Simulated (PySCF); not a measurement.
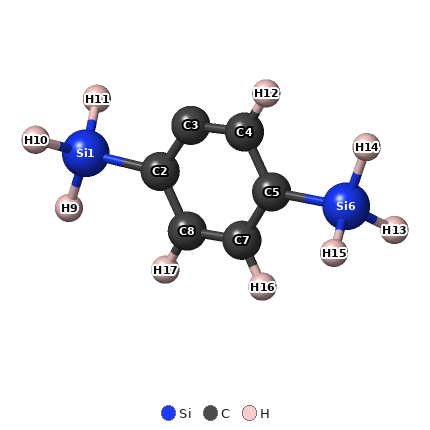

First-order isotropic EPR spectrum (fast tumbling, first derivative) of C₆H₉Si₂, SMILES [SiH3]c1[c]cc([SiH3])cc1, doublet at 9.30 GHz, Lorentzian lines of 0.03 mT full width at half height, from computed g and hyperfine couplings (B3LYP/pcH-1 in PySCF, at a GFN2-xTB geometry (no frequency check), gas phase); values of one conformer, averaged over methyl-type rotors alone; no vibrational averaging; dilute isotopes left out. The SMILES is one Lewis form and needn't show where the spin sits.

Give g and the hyperfine couplings.

g_iso = 2.0022, which centres the spectrum at 331.9 mT; it spans 2.8 mT.

```
       nuclei  isotope  a (mT)  a (MHz)
          H12       ¹H    1.77     49.6
          H17       ¹H    0.41     11.4
          H16       ¹H    0.34      9.5
H13, H14, H15       ¹H    0.05      1.4
 H9, H10, H11       ¹H    0.05      1.3
```

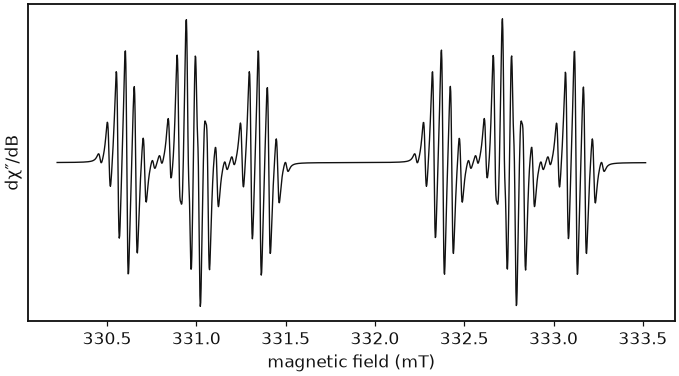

Caveats: the tight-binding geometry is rougher than a DFT one and adds to the error.
